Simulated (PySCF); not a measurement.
# MeSi(SMe)3: NMR shifts at several levels of theory, part 2 of 2

PySCF 2.14.0. Atoms count from 0. The steps go on from the part before.

## (7) Nuclear shieldings: WP04/pcSseg-1

What the job is given:

```
{"job": {"kind": "nmr", "xc": "WP04", "basis": "pcSseg-1", "pop": false}, "charge": 0, "multiplicity": 1}
C     -2.546444    -1.546618     0.461725
S     -1.812462    -0.980491    -1.107686
Si     0.090343    -0.299494    -0.420248
C      0.961000     0.440717    -1.897890
S     -0.136982     1.117612     1.180692
C     -0.939541     2.477007     0.269151
S      1.112685    -1.973193     0.430134
C      2.588794    -1.175222     1.146845
H     -3.621538    -1.677575     0.282227
H     -2.106283    -2.502686     0.774158
H     -2.390875    -0.792717     1.246420
H      1.061138    -0.317318    -2.689206
H      1.965411     0.786421    -1.610154
H      0.400421     1.297941    -2.300720
H     -1.752192     2.088235    -0.361854
H     -1.364656     3.158730     1.017547
H     -0.216750     3.029840    -0.346782
H      3.257465    -0.794263     0.362398
H      2.312365    -0.358981     1.827536
H      3.117686    -1.952644     1.714328
```

With the program's defaults for keys left out, this is: GIAO WP04/pcSseg-1 NMR shielding, non-relativistic, gas phase.

The log of the run:

```text
coarse grid: 18280 points
cycle   1  E = -1662.6427320068  dE =  3.708e-01  |g| = 7.891e-01  |ddm| = 4.154e+00
cycle   2  E = -1662.5982805023  dE =  4.445e-02  |g| = 8.710e-01  |ddm| = 1.698e+00
cycle   3  E = -1662.7865229688  dE = -1.882e-01  |g| = 1.349e-01  |ddm| = 9.493e-01
cycle   4  E = -1662.7912184039  dE = -4.695e-03  |g| = 3.186e-02  |ddm| = 2.092e-01
cycle   5  E = -1662.7914970868  dE = -2.787e-04  |g| = 1.042e-02  |ddm| = 5.092e-02
cycle   6  E = -1662.7915234206  dE = -2.633e-05  |g| = 3.249e-03  |ddm| = 1.277e-02
cycle   7  E = -1662.7915260818  dE = -2.661e-06  |g| = 4.649e-04  |ddm| = 3.962e-03
final grid: 156464 points
cycle   8  E = -1662.8589490986  dE = -4.961e-05  |g| = 9.642e-03  |ddm| = 3.449e-02
cycle   9  E = -1662.8589252068  dE =  2.389e-05  |g| = 1.358e-02  |ddm| = 1.785e-02
cycle  10  E = -1662.8589722173  dE = -4.701e-05  |g| = 8.621e-04  |ddm| = 1.157e-02
cycle  11  E = -1662.8589724266  dE = -2.093e-07  |g| = 2.166e-04  |ddm| = 1.569e-03
cycle  12  E = -1662.8589724369  dE = -1.027e-08  |g| = 8.940e-05  |ddm| = 3.245e-04
cycle  13  E = -1662.8589724389  dE = -1.979e-09  |g| = 2.576e-05  |ddm| = 1.100e-04
cycle  14  E = -1662.8589724390  dE = -1.596e-10  |g| = 3.864e-06  |ddm| = 2.568e-05
converged SCF energy = -1662.8589724390

GIAO shielding tensors (ppm)
atom      isotropic    diamagn.    paramagn.     s11        s22        s33       span
  0 C      154.411     251.045     -96.634    143.250    145.440    174.543     31.293
  1 S      612.137    1064.359    -452.221    517.266    531.957    787.189    269.923
  2 Si     281.793     884.813    -603.019    240.051    283.838    321.491     81.440
  3 C      169.840     257.729     -87.889    161.112    169.060    179.349     18.237
  4 S      615.306    1066.120    -450.814    505.688    543.406    796.824    291.136
  5 C      155.709     251.640     -95.931    143.905    147.698    175.526     31.620
  6 S      594.806    1064.636    -469.831    490.045    556.973    737.399    247.354
  7 C      154.485     250.900     -96.415    141.555    147.764    174.137     32.582
  8 H       29.819      28.027       1.793     24.382     26.479     38.596     14.215
  9 H       29.472      30.654      -1.182     23.848     28.046     36.521     12.673
 10 H       29.217      32.564      -3.347     23.342     30.271     34.039     10.697
 11 H       31.099      30.666       0.432     26.988     28.619     37.689     10.700
 12 H       31.032      32.626      -1.594     26.979     29.200     36.917      9.938
 13 H       30.999      32.650      -1.651     26.443     30.097     36.457     10.014
 14 H       29.450      32.113      -2.663     23.701     29.734     34.916     11.215
 15 H       29.804      28.953       0.851     24.439     26.514     38.458     14.020
 16 H       29.828      31.382      -1.553     24.470     27.699     37.316     12.846
 17 H       29.650      30.805      -1.155     24.512     27.755     36.683     12.171
 18 H       29.502      32.500      -2.998     22.984     30.490     35.032     12.047
 19 H       29.786      27.909       1.878     24.354     26.556     38.449     14.094
```

It took 56 s on 1 thread, shared host.

In short: δ C0 17.6, C3 2.6, S1 -145, Si2 56.9, H8 1.95, H11 0.52 ppm (means over like atoms).

## (8) NMR shieldings: CAM-B3LYP/pcSseg-1

Same as in step 7 but for these lines:

```diff
@@ -1,2 +1,2 @@
-{"job": {"kind": "nmr", "xc": "WP04", "basis": "pcSseg-1", "pop": false}, "charge": 0, "multiplicity": 1}
+{"job": {"kind": "nmr", "xc": "CAM-B3LYP", "basis": "pcSseg-1", "pop": false}, "charge": 0, "multiplicity": 1}
 C     -2.546444    -1.546618     0.461725
```

Method: GIAO CAM-B3LYP/pcSseg-1 NMR shielding, non-relativistic, gas phase.

The log of the run:

```text
coarse grid: 18280 points
cycle   1  E = -1643.5601361894  dE =  6.070e-01  |g| = 4.122e-01  |ddm| = 3.989e+00
cycle   2  E = -1643.5868605721  dE = -2.672e-02  |g| = 3.358e-01  |ddm| = 9.863e-01
cycle   3  E = -1643.6137799508  dE = -2.692e-02  |g| = 4.246e-02  |ddm| = 4.507e-01
cycle   4  E = -1643.6142274359  dE = -4.475e-04  |g| = 1.557e-02  |ddm| = 7.121e-02
cycle   5  E = -1643.6142993581  dE = -7.192e-05  |g| = 5.462e-03  |ddm| = 2.932e-02
cycle   6  E = -1643.6143078370  dE = -8.479e-06  |g| = 1.332e-03  |ddm| = 7.664e-03
final grid: 156464 points
cycle   7  E = -1643.6724286880  dE = -2.272e-05  |g| = 3.878e-03  |ddm| = 1.377e-02
cycle   8  E = -1643.6724292408  dE = -5.528e-07  |g| = 3.581e-03  |ddm| = 5.890e-03
cycle   9  E = -1643.6724323879  dE = -3.147e-06  |g| = 2.804e-04  |ddm| = 2.883e-03
cycle  10  E = -1643.6724324047  dE = -1.675e-08  |g| = 9.221e-05  |ddm| = 4.494e-04
cycle  11  E = -1643.6724324069  dE = -2.189e-09  |g| = 2.600e-05  |ddm| = 1.645e-04
cycle  12  E = -1643.6724324071  dE = -1.892e-10  |g| = 7.239e-06  |ddm| = 3.807e-05
converged SCF energy = -1643.6724324071

GIAO shielding tensors (ppm)
atom      isotropic    diamagn.    paramagn.     s11        s22        s33       span
  0 C      169.398     249.695     -80.297    159.051    161.882    187.260     28.209
  1 S      667.426    1060.235    -392.809    575.510    590.559    836.208    260.698
  2 Si     286.868     880.578    -593.710    244.956    288.011    327.637     82.680
  3 C      181.600     255.947     -74.347    171.649    181.614    191.536     19.887
  4 S      672.132    1061.420    -389.288    564.909    610.669    840.819    275.910
  5 C      170.822     250.110     -79.289    159.809    164.277    188.380     28.571
  6 S      649.291    1060.445    -411.154    546.525    623.416    777.934    231.409
  7 C      169.513     249.516     -80.002    157.219    164.642    186.679     29.460
  8 H       29.578      28.301       1.277     23.577     26.185     38.971     15.394
  9 H       29.259      30.119      -0.861     23.157     27.834     36.785     13.627
 10 H       29.010      31.227      -2.217     22.610     30.285     34.135     11.525
 11 H       30.959      30.220       0.739     26.508     28.250     38.120     11.612
 12 H       30.853      31.731      -0.878     26.424     28.852     37.285     10.861
 13 H       30.787      31.811      -1.024     25.828     29.849     36.684     10.855
 14 H       29.246      31.004      -1.758     23.013     29.711     35.012     11.999
 15 H       29.545      28.875       0.670     23.647     26.209     38.779     15.132
 16 H       29.654      30.680      -1.027     23.798     27.534     37.628     13.830
 17 H       29.455      30.184      -0.728     23.832     27.633     36.901     13.069
 18 H       29.311      31.314      -2.004     22.269     30.500     35.163     12.894
 19 H       29.518      28.194       1.324     23.542     26.266     38.746     15.204
```

It took 90 s on 1 thread, shared host.

This run: δ C0 12.5, C3 0.8, S1 -176, Si2 56.5, H8 1.93, H11 0.46 ppm (means over like atoms).

## (9) Comparing the runs: NMR shifts

Shifts (ppm), means over like atoms, with basis size and wall time:

| run | C0 | C3 | H8 | H11 | S1 | Si2 | functions | time |
| --- | --- | --- | --- | --- | --- | --- | --- | --- |
| HF/pcSseg-1 | 11.1 | 0.5 | 1.94 | 0.43 | -223 | 43.7 | 224 | 42 s |
| wB97X-D/pcSseg-1 | 13.3 | 1.6 | 1.94 | 0.49 | -179 | 55.2 | 224 | 76 s |
| KT2/pcSseg-1 | 14.7 | 2.0 | 2.04 | 0.54 | -138 | 52.0 | 224 | 69 s |
| LC-wPBE/pcSseg-1 | 11.1 | 1.0 | 1.85 | 0.45 | -202 | 51.4 | 224 | 93 s |
| WP04/pcSseg-1 | 17.6 | 2.6 | 1.95 | 0.52 | -145 | 56.9 | 224 | 56 s |
| CAM-B3LYP/pcSseg-1 | 12.5 | 0.8 | 1.93 | 0.46 | -176 | 56.5 | 224 | 90 s |
| measured | – | – | – | – | – | 34.0 | – | – |

Measured: solution; U. Herzog, Habilitationsschrift, TU Bergakademie Freiberg, 2002/2003.

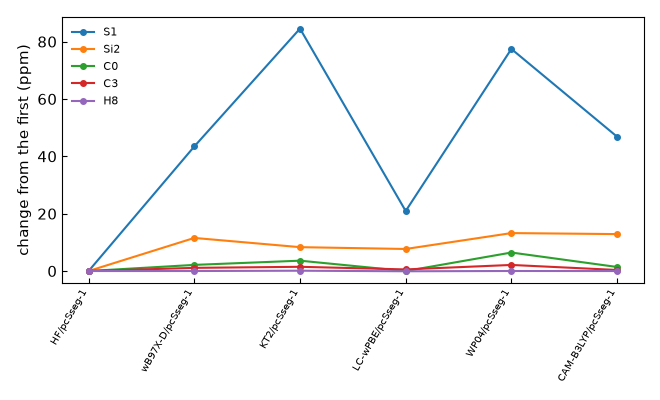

How five of the tabulated atoms move from run to run.

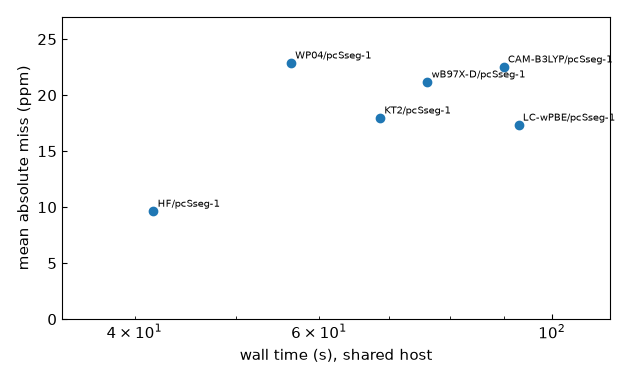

Cost against miss for the one measured ²⁹Si shift.

## (10) Outcome

The summary covers parts 1 to 2.

| quantity | value |
| --- | --- |
| point group | C1 |
| rotational constants (main isotopes) | 1.04, 0.88, 0.68 GHz |
| ¹³C shifts against TMS (HF/pcSseg-1, means over atoms taken as alike) | 11.1, 0.5 ppm |
| ¹H shifts against TMS (HF/pcSseg-1, means over atoms taken as alike) | 1.94, 0.43 ppm |
| ³³S shifts against CS2 (HF/pcSseg-1, means over atoms taken as alike) | -223 ppm |
| ²⁹Si shifts against TMS (HF/pcSseg-1) | 43.7 ppm |
| measured, and computed on the same scale | Si2 δ 34.0, 43.7 ppm |
| range of the shift of S1 | -223 to -138 ppm |

Single values in the summary come from the first run of each kind that ended normally (HF/pcSseg-1), which need not be the best level. Relaxing lowered the energy by 0.143 eV in 12 steps; the close pair that moved most is Si2–C3, from 1.901 to 1.868 Å. At HF/pcSseg-1: The widest tensor belongs to S1, S4, S6: span 247 ppm, with a paramagnetic part of -323 ppm. The one measured ²⁹Si shift is missed by +9.7 ppm (computed less measured, unscaled). Vibration, temperature and solvent are missing from the calculation, and it holds one conformer, so part of the miss against the measured shifts is not the functional's. In ppm, S1 (with its like atoms) moves most: its shift spreads over 85 ppm, from -223 (HF/pcSseg-1) to -138 (KT2/pcSseg-1). For the one measured ²⁹Si shift, HF/pcSseg-1 misses least (9.7 ppm, 42 s) and WP04/pcSseg-1 most (22.9 ppm, 56 s). One molecule ranks no method: errors cancel, and vibration and temperature are missing from all runs.
